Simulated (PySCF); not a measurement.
**[WNCl4]2- (Cl₄NW, charge −2, doublet): what the electrons do**

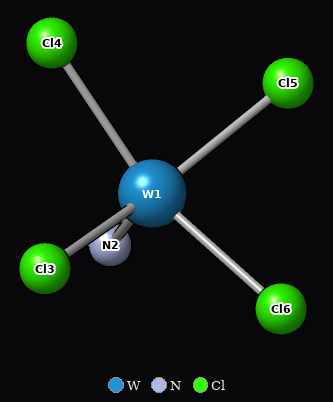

The molecule, with its atoms numbered as below. No frequency check shows the geometry to be a minimum.

Cartesian coordinates (Å):

```
W1      -0.0000    0.0000    0.1905
N2       0.0002    0.0003    1.9505
Cl3      1.7298   -1.6397   -0.4080
Cl4      1.6398    1.7297   -0.4082
Cl5     -1.7299    1.6396   -0.4081
Cl6     -1.6397   -1.7299   -0.4080
```

### 1. Bonding charge

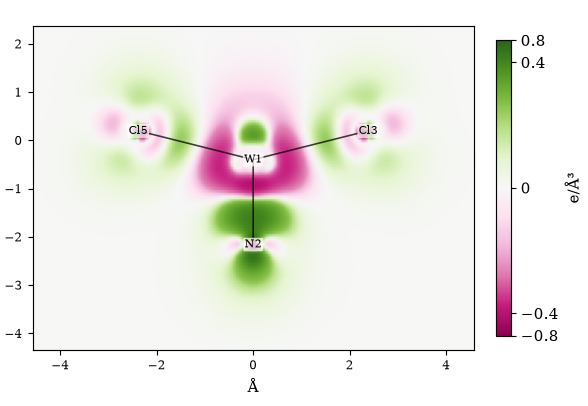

Deformation density (molecule less spherical, spin-averaged free atoms) in the plane of W1, N2, Cl3 and Cl5; colour scale in e/Å³, logarithmic beyond ±0.1; green: gain, pink: loss.

Computed with PySCF, PBE/def2-SVPD, geometry: GFN2-xTB. Core potentials replace the inner electrons of W; spin–orbit coupling isn't included. The highest occupied orbitals have positive energy: in the gas phase this ion holds its electrons only through the finite basis. This is a single-reference result, which may miss multireference character in this system. The stability of the open-shell solution wasn't checked. GFN2-xTB doesn't know the spin state, so this open-shell geometry is rough.

> Describe the bonding that the map shows.

W1–N2: +0.28 e/Å³ at the bond critical point (bond length 1.76 Å). W1–Cl5 and W1–Cl3: 0.00 e/Å³ at the bond critical point (bond length 2.46 Å). In all, 2.7 electrons gather in the regions of gain relative to the promolecule of neutral atoms (this includes the anion's extra charge). A small or negative value marks a very polar bond, one between electron-rich atoms, whose free-atom densities already overlap strongly, a long bond to a heavier atom, or a closed-shell contact such as a hydrogen bond.

### 2. Bond critical points

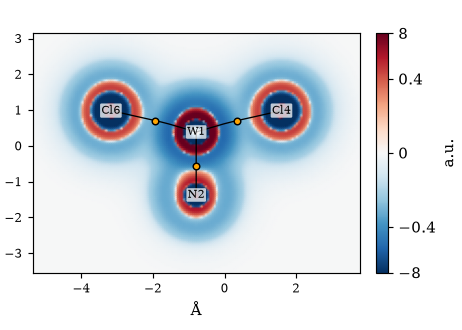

Negative Laplacian of the density (−∇²ρ) in the plane of W1, N2, Cl4 and Cl6 (red positive, blue negative, colour scale in a.u., logarithmic beyond ±0.04), with bond paths and bond critical points (dots).

> Sort the bonds in the plane by the sign of ∇²ρ at their critical points.

At none is it concentrated. Depleted (∇²ρ > 0): W1–N2 (+0.39 a.u., H = −0.197); W1–Cl4 and W1–Cl6 (+0.17 a.u., H = −0.013). A positive Laplacian with negative H is typical of metal–ligand bonds.

### 3. Electrostatic potential

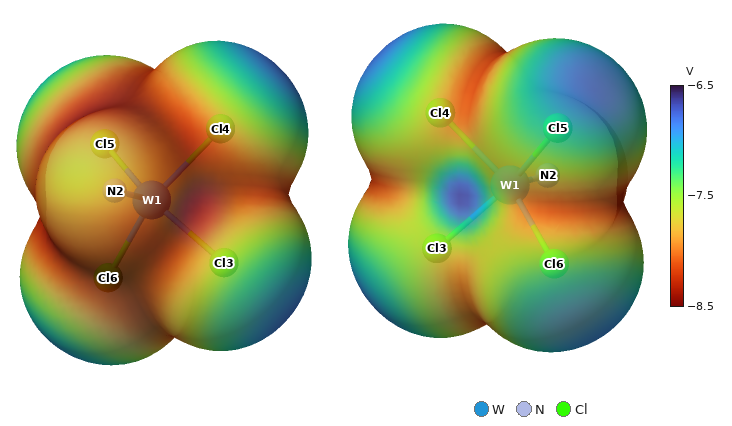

Electrostatic potential on the surface of electron density 0.001 a.u. (back view left, front view right).

> Where are the extremes of the potential on the surface?

Highest: −6.74 V, 2.3 Å from W1. Lowest: −8.41 V, 2.1 Å from N2, and at like points elsewhere. The surface is sampled at points, so like sites can differ by a few per cent and only the strongest of them is named.

### 4. Spin density

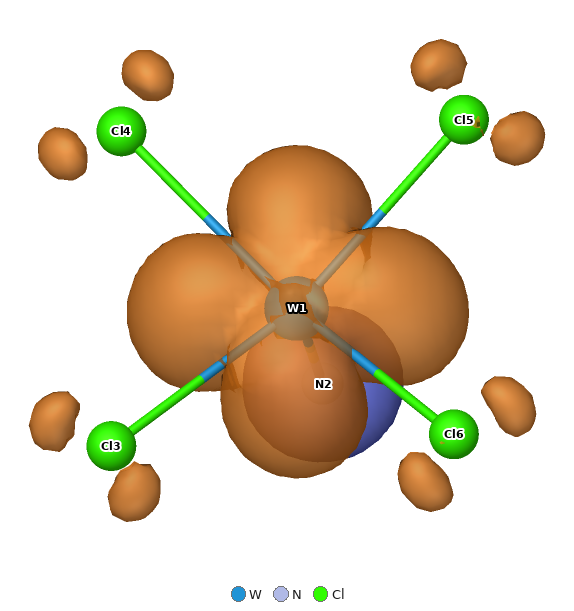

Spin density ρα − ρβ at ±0.02 e/Å³ (orange: excess α, blue: excess β).

> Where is the unpaired spin?

Hirshfeld spin populations: W1 +0.87 and Cl3, Cl4, Cl5 and Cl6 +0.06. Spin polarisation leaves negative spin on N2 (−0.10). ⟨S²⟩ = 0.76, against 0.75 for a pure state. The picture also shows regions of β spin from spin polarisation; the Hirshfeld sums, whose atoms overlap, net them against the α spin of neighbours.
